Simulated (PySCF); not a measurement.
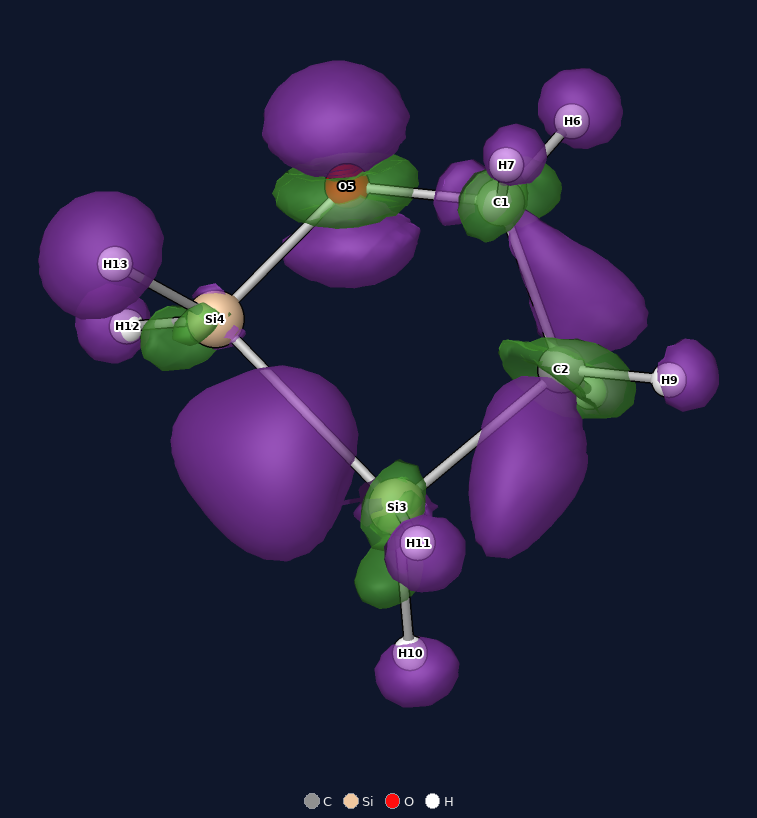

Figure. C2H8OSi2, SMILES `C1C[SiH2][SiH2]O1`. Fukui function f⁻ = ρ(N) − ρ(N−1) at fixed geometry, surfaces at ±0.03 e/Å³ (purple positive, green negative).

Level of theory: B3LYP/def2-SVPD (PySCF), at a geometry from GFN2-xTB. No frequency check shows the geometry to be a minimum.

Input

```python
import numpy as np
from pyscf import gto, scf, dft
from pyscf.scf import atom_ks, atom_hf
from scipy.linalg import block_diag

def solve(mol, dm0=None, hcore=None):
    mf = (dft.UKS if mol.spin else dft.RKS)(mol, xc='b3lyp')
    mf.grids.level = 3
    mf = mf.density_fit(auxbasis='def2-universal-jkfit')
    mf.conv_tol, mf.max_cycle = 1e-8, 80
    if hcore is not None:
        mf.get_hcore = lambda *args: hcore
    mf.kernel(dm0)
    if not mf.converged:
        mf = mf.newton().run(mf.mo_coeff, mf.mo_occ, max_cycle=30)
    assert mf.converged, 'SCF not converged'
    return mf

mol = gto.M(atom='''
C      0.00018     1.60209     0.23768
C      1.28128     0.92301    -0.24887
Si     1.09414    -0.96120     0.06620
Si    -1.20301    -0.74264    -0.02643
O     -1.15631     0.89113    -0.11488
H     -0.10486     2.60321    -0.19489
H      0.03154     1.70859     1.33051
H      1.38743     1.10051    -1.32014
H      2.13564     1.38567     0.24131
H      1.83851    -1.69206    -0.96363
H      1.70034    -1.28325     1.36625
H     -1.96613    -1.11186    -1.21404
H     -1.93664    -1.13668     1.18420
''', basis='def2-svpd', charge=0, spin=0, verbose=4)
mf = solve(mol)
out = dict(e0=mf.e_tot, dm0=mf.make_rdm1(), c=mf.mo_coeff, occ=mf.mo_occ, eps=mf.mo_energy)
for name, dq, spin in [('cation', 1, 1), ('anion', -1, 1)]:
    ion = mol.copy().set(charge=mol.charge + dq, spin=spin).build()
    mi = solve(ion)
    if spin and dq > 0 and mol.nao < 130:
        c, _, stable, _ = mi.stability(return_status=True)
        if not stable:
            mi = solve(ion, mi.make_rdm1(c, mi.mo_occ))
    print(name, 'vertical energy change / eV', (mi.e_tot - mf.e_tot) * 27.211386)
    out.update({'e_' + name: mi.e_tot, 'dm_' + name: mi.make_rdm1(), 's2_' + name: mi.spin_square()[0], 'eps_' + name: mi.mo_energy, 'occ_' + name: mi.mo_occ})
# spherically averaged free atoms, for the promolecule
atm = atom_ks.get_atm_nrks(mol, xc='b3lyp')
pro = block_diag(*[(atm[a[0]][2] * atm[a[0]][3]) @ atm[a[0]][2].T for a in mol._atom])
np.savez('result.npz', pro=pro, **out)
```

Command:

```sh
OMP_NUM_THREADS=1 python input.py
```

The run took 83 s on 1 thread of Intel(R) Xeon(R) 6975P-C (Granite Rapids) (shared host), peak memory 0.86 GiB.

Partitions, critical points and surface values were worked out afterwards from this run's density.

### Which atoms respond most to the removal of an electron?

f⁻ (Hirshfeld-condensed) is largest on Si3 (0.18), Si4 (0.16) and O5 (0.13); the vertical ionisation energy is 9.68 eV (the stability of the cation's solution wasn't checked). Condensed values hint at sites of electrophilic attack but needn't mark the atom that reacts. Shares this close don't rank the sites. Orbital relaxation makes it negative in places (0.21 e in all).

```csv
atom,f⁻,charge
C1,+0.04,+0.02
C2,+0.07,−0.15
Si3,+0.18,+0.25
Si4,+0.16,+0.32
O5,+0.13,−0.25
H6,+0.05,+0.04
H7,+0.04,+0.03
H8,+0.04,+0.04
H9,+0.05,+0.04
H10,+0.06,−0.08
H11,+0.06,−0.09
H12,+0.05,−0.08
H13,+0.09,−0.09
```
